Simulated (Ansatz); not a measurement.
GeHCl3O: geometry relaxation

The run: geometry relaxation of GeHCl3O, SMILES [OH][Ge]([Cl])([Cl])[Cl]. Method and program: RKS PBE0-D4/def2-TZVP (Ansatz 0.2.0).

The geometry: PBE-D4/def2-SVP start. Figures and captions count atoms from 1; the log counts them from 0 in places.

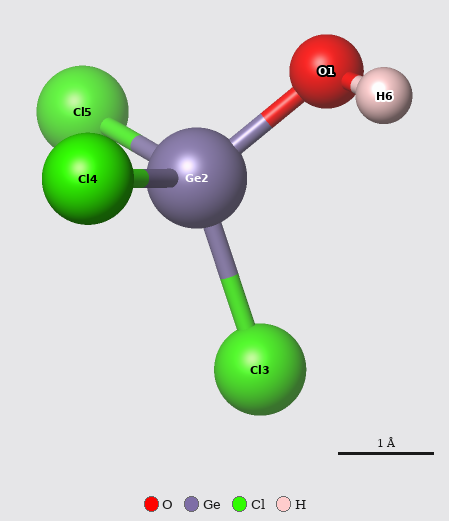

The input geometry (ball-and-stick view, seen at a tilt; atoms are numbered from 1 in the order of the input). Sticks mark near contacts. Bond lengths as drawn: Cl–Ge 2.14 to 2.16 Å, Ge–O 1.77 Å and H–O 0.98 Å.

Input
```yaml
crystal:
  periodic: [false, false, false]
  atoms:
    - {symbol: O, position_ang: [-0.971875, 0.546933, 0.963499]}
    - {symbol: Ge, position_ang: [0.218287, 0.041413, -0.247747]}
    - {symbol: Cl, position_ang: [1.908247, -0.929897, 0.674197]}
    - {symbol: Cl, position_ang: [-0.644249, -1.334469, -1.666422]}
    - {symbol: Cl, position_ang: [0.837451, 1.835486, -1.234198]}
    - {symbol: H, position_ang: [-1.305860, -0.223467, 1.464572]}
basis:
  gaussian: {orbitals: def2-TZVP}
hamiltonian: {xc: pbe0, dispersion: d4}
relax: {f_tol: 0.005, max_steps: 150}
```

Launched with:
```bash
ansatz run in.yaml --threads 4 --pin off --events-out ev --progress --plain --max-ram 10444MiB
```

The program's output
```
Functional definition: PBE0
  name "PBE0"
  cite "Adamo & Barone, J. Chem. Phys. 110, 6158 (1999) doi:10.1063/1.478522"
  cite "Perdew, Burke & Ernzerhof, Phys. Rev. Lett. 77, 3865 (1996) doi:10.1103/PhysRevLett.77.3865"
  parent pbe
  parameter a = 0.25
  parameter kappa = 0.804
  parameter beta = 0.06672455060314922
  exchange = (1 - a)*pbe_x(kappa = kappa, mu = beta*pi^2/3) + a*exact_x
  correlation = pbe_c(beta = beta)
1400 factors; their error is unknown
mean field evaluation 1: about -96128.9381 eV, gradient 5.7e1 eV
mean field evaluation 2: about -96113.6806 eV, gradient 1.1e2 eV
mean field evaluation 4: about -96134.0004 eV, gradient 5.5e0 eV
mean field evaluation 8: about -96134.4335 eV, gradient 2.4e-1 eV
mean field evaluation 16: about -96134.4335 eV, gradient 5.9e-5 eV
mean field -96134.43350626 eV, -3532.8752690955 hartree, gradient 5.9e-5 eV, S^2 0.000000; 0 other end points of the search recorded, 0 dependent functions left out
the calculation of the forces begins
reference -96134.43353486 eV, -3532.8752701465 hartree; 46, 46 occupied and 150, 150 virtual orbitals, 1400 factors
relax step   1: F+E_penalty+E_count = -96134.63084993 eV  Δ(F+E_penalty+E_count) = +0.000e0 eV  max|allowed force component| = 8.342e-1 eV/Å  Δτ_max = 0.0000 Å  (26 SCF iters, accepted)
these checks for a lower state are left out or cut short: starts, cluster_reference, orbital_swaps, neighbouring_geometries, increment
1400 factors; their error is unknown
mean field -96134.47295972 eV, -3532.8767189834 hartree, gradient 9.2e-6 eV, S^2 0.000000; 0 other end points of the search recorded, 0 dependent functions left out
the calculation of the forces begins
reference -96134.47298805 eV, -3532.8767200245 hartree; 46, 46 occupied and 150, 150 virtual orbitals, 1400 factors
relax step   2: F+E_penalty+E_count = -96134.67256095 eV  Δ(F+E_penalty+E_count) = -4.171e-2 eV  max|allowed force component| = 2.723e-1 eV/Å  Δτ_max = 0.0358 Å  (30 SCF iters, accepted)
these checks for a lower state are left out or cut short: starts, cluster_reference, orbital_swaps, neighbouring_geometries, increment
1400 factors; their error is unknown
mean field -96134.47496964 eV, -3532.8767928467 hartree, gradient 9.2e-6 eV, S^2 0.000000; 0 other end points of the search recorded, 0 dependent functions left out
the calculation of the forces begins
reference -96134.47499796 eV, -3532.8767938873 hartree; 46, 46 occupied and 150, 150 virtual orbitals, 1400 factors
relax step   3: F+E_penalty+E_count = -96134.67476497 eV  Δ(F+E_penalty+E_count) = -2.204e-3 eV  max|allowed force component| = 8.608e-2 eV/Å  Δτ_max = 0.0097 Å  (32 SCF iters, accepted)
these checks for a lower state are left out or cut short: starts, cluster_reference, orbital_swaps, neighbouring_geometries, increment
1400 factors; their error is unknown
mean field evaluation 32: about -96134.0890 eV, gradient 1.4e-3 eV
mean field -96134.47555291 eV, -3532.8768142815 hartree, gradient 9.1e-6 eV, S^2 0.000000; 0 other end points of the search recorded, 0 dependent functions left out
the calculation of the forces begins
reference -96134.47558124 eV, -3532.8768153226 hartree; 46, 46 occupied and 150, 150 virtual orbitals, 1400 factors
relax step   4: F+E_penalty+E_count = -96134.67538269 eV  Δ(F+E_penalty+E_count) = -6.177e-4 eV  max|allowed force component| = 5.017e-2 eV/Å  Δτ_max = 0.0130 Å  (32 SCF iters, accepted)
these checks for a lower state are left out or cut short: starts, cluster_reference, orbital_swaps, neighbouring_geometries, increment
1400 factors; their error is unknown
mean field -96134.47566989 eV, -3532.8768185805 hartree, gradient 9.1e-6 eV, S^2 0.000000; 0 other end points of the search recorded, 0 dependent functions left out
the calculation of the forces begins
reference -96134.47569823 eV, -3532.8768196220 hartree; 46, 46 occupied and 150, 150 virtual orbitals, 1400 factors
relax step   5: F+E_penalty+E_count = -96134.67546914 eV  Δ(F+E_penalty+E_count) = -8.645e-5 eV  max|allowed force component| = 3.811e-3 eV/Å  Δτ_max = 0.0033 Å  (33 SCF iters, accepted)
```

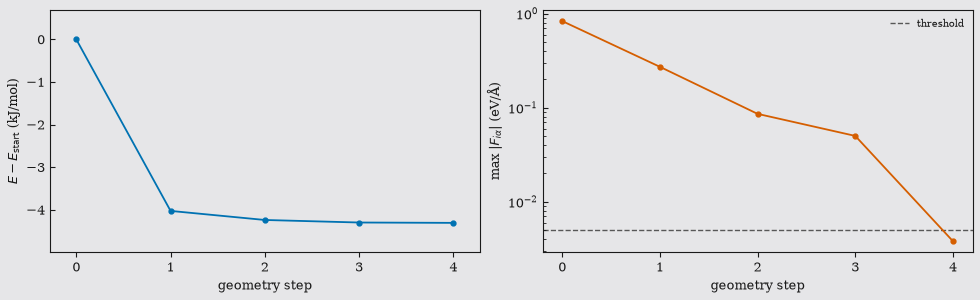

Progress of the relaxation, step by step (the first geometry is step 0 here and step 1 in the log).

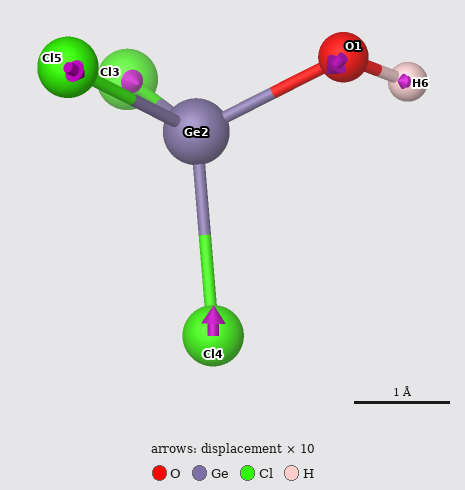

The starting structure with the displacements as pink arrows, magnified 10 times (ball-and-stick view, seen at a tilt). The two geometries are laid on each other by the best rigid fit. Over 4 geometry steps the energy falls by 4.31 kJ/mol. The largest force component goes from 0.83 to 0.0038 eV/Å. The largest moves after the best rigid fit, 0.032 Å, are those of Cl3 and Cl4. By element the largest moves are Cl 0.032 Å, O 0.030 Å, H 0.013 Å, Ge 0.002 Å. Among the contacts that change: Ge2–Cl3 2.156 → 2.124 Å, Ge2–Cl5 2.139 → 2.108 Å, O1–Ge2 1.772 → 1.746 Å, O1–H6 0.978 → 0.962 Å. Among the angles that change: Ge2–O1–H6 110.8° → 112.9°. (Atoms are counted from 1 in the order of the input.)

```
1400 factors; their error is unknown
mean field -96134.47566989 eV, -3532.8768185805 hartree, gradient 4.4e-5 eV, S^2 0.000000; 1 other end points of the search recorded, 0 dependent functions left out
the calculation of the forces begins
reference -96134.47569823 eV, -3532.8768196220 hartree; 46, 46 occupied and 150, 150 virtual orbitals, 1400 factors
Total energy: -96134.67549748 eV, -3532.8841621088 hartree
Atom 0 at    -0.955284     0.526339     0.948905 Å, force    -0.002987    -0.002018     0.003812 eV/Å
Atom 1 at     0.219384     0.042038    -0.249001 Å, force     0.001641     0.001096    -0.001999 eV/Å
Atom 2 at     1.882665    -0.913843     0.663393 Å, force    -0.000308    -0.000515     0.000011 eV/Å
Atom 3 at    -0.634881    -1.313008    -1.644224 Å, force     0.000077    -0.000567     0.000346 eV/Å
Atom 4 at     0.829801     1.810021    -1.221072 Å, force     0.000661     0.000340    -0.000747 eV/Å
Atom 5 at    -1.299683    -0.215548     1.455900 Å, force     0.000916     0.001665    -0.001424 eV/Å
Dipole moment:    -0.137888    -0.195129     0.185087 e Å
```

Trajectory as extended XYZ (Å, eV, eV/Å), 5 frames, from step=1 to step=5
```
6
Properties=species:S:1:pos:R:3:forces:R:3 step=1 energy=-96134.63085
O    -0.9719    0.5469    0.9635    0.2420  -0.8342  -0.1178
Ge    0.2183    0.0414   -0.2477   -0.0603   0.1226   0.0426
Cl    1.9082   -0.9299    0.6742   -0.4741   0.2633  -0.2455
Cl   -0.6442   -1.3345   -1.6664    0.2308   0.3754   0.4021
Cl    0.8375    1.8355   -1.2342   -0.1601  -0.5055   0.2630
H    -1.3059   -0.2235    1.4646    0.2217   0.5784  -0.3445
6
Properties=species:S:1:pos:R:3:forces:R:3 step=2 energy=-96134.67256
O    -0.9641    0.5333    0.9570    0.1444  -0.2723  -0.1091
Ge    0.2187    0.0492   -0.2496   -0.1529   0.0611   0.1552
Cl    1.8778   -0.9140    0.6649   -0.0116   0.0178  -0.0001
Cl   -0.6358   -1.3125   -1.6395   -0.0019   0.0195   0.0089
Cl    0.8377    1.8105   -1.2298   -0.0170  -0.0138   0.0210
H    -1.2922   -0.2305    1.4508    0.0389   0.1877  -0.0760
6
Properties=species:S:1:pos:R:3:forces:R:3 step=3 energy=-96134.67477
O    -0.9576    0.5306    0.9507    0.0560  -0.0861  -0.0463
Ge    0.2190    0.0437   -0.2490   -0.0442   0.0459   0.0406
Cl    1.8790   -0.9117    0.6681    0.0091  -0.0101   0.0018
Cl   -0.6395   -1.3110   -1.6407   -0.0008  -0.0114  -0.0069
Cl    0.8314    1.8086   -1.2226    0.0105   0.0213  -0.0152
H    -1.2903   -0.2242    1.4474   -0.0305   0.0404   0.0261
6
Properties=species:S:1:pos:R:3:forces:R:3 step=4 energy=-96134.67538
O    -0.9561    0.5247    0.9501    0.0386   0.0452  -0.0502
Ge    0.2196    0.0432   -0.2495   -0.0282   0.0035   0.0303
Cl    1.8815   -0.9118    0.6648    0.0113  -0.0076   0.0026
Cl   -0.6364   -1.3111   -1.6434   -0.0021  -0.0097  -0.0096
Cl    0.8320    1.8089   -1.2233   -0.0010   0.0111  -0.0009
H    -1.2986   -0.2180    1.4552   -0.0186  -0.0425   0.0277
6
Properties=species:S:1:pos:R:3:forces:R:3 step=5 energy=-96134.67547
O    -0.9553    0.5263    0.9489   -0.0030  -0.0020   0.0038
Ge    0.2194    0.0420   -0.2490    0.0016   0.0011  -0.0020
Cl    1.8827   -0.9138    0.6634   -0.0003  -0.0005   0.0000
Cl   -0.6349   -1.3130   -1.6442    0.0001  -0.0006   0.0003
Cl    0.8298    1.8100   -1.2211    0.0007   0.0003  -0.0007
H    -1.2997   -0.2155    1.4559    0.0009   0.0017  -0.0014
```

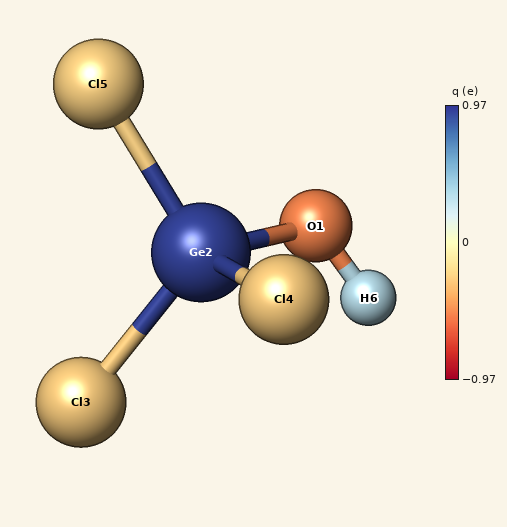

Mulliken charges, as the colour of each atom (ball-and-stick view, seen at a tilt; atoms are numbered from 1 in the order of the input). By element: O −0.51, Ge +0.92, Cl −0.25 to −0.24 and H +0.33 e.

Summary

| quantity | value |
| --- | --- |
| outcome | converged |
| total energy | −96134.6755 eV |
| mean-field energy | −96134.4757 eV |
| dispersion energy | −0.1998 eV |
| SCF solution under orbital rotations | stable |
| largest force (length of the vector) at the end | 0.005 eV/Å |
| dipole moment | 1.45 D |
| hardware | 4 threads of Arm Neoverse V1, 23 GiB of memory available, shared host |
| wall time | 25 s (CPU time 92 s) |
| peak memory | 0.68 GiB |
